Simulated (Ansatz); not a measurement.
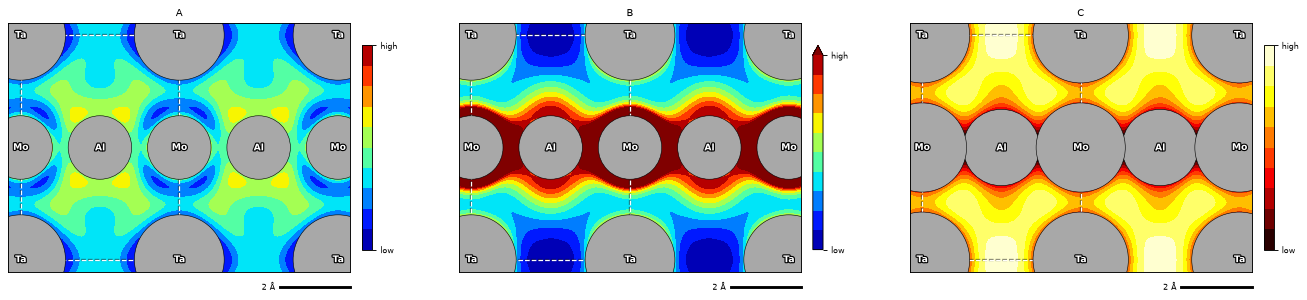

TaAlMo3: 3 fields on the (101̄) plane of the conventional cell, with unlabelled colour scales. Grey discs cover the atomic cores.

Space group Pm-3m; a structure generated by program, which may or may not match a known phase; computed without spin polarisation.

Method: DFT PBE, scalar-relativistic, plane waves, PAW in Ansatz 0.2.0.

### The panels show electron localisation function, electrostatic potential energy of an electron and valence pseudo-density in some order. Assign them.

Panel A: electron localisation function. Panel B: valence pseudo-density. Panel C: electrostatic potential energy of an electron (low next to the atoms, rising into the space between them). From the grid: Ta–Mo (3.19 Å): ρ is about 0.2 e/Å³ halfway; the ELF is about 0.35 at the midpoint.
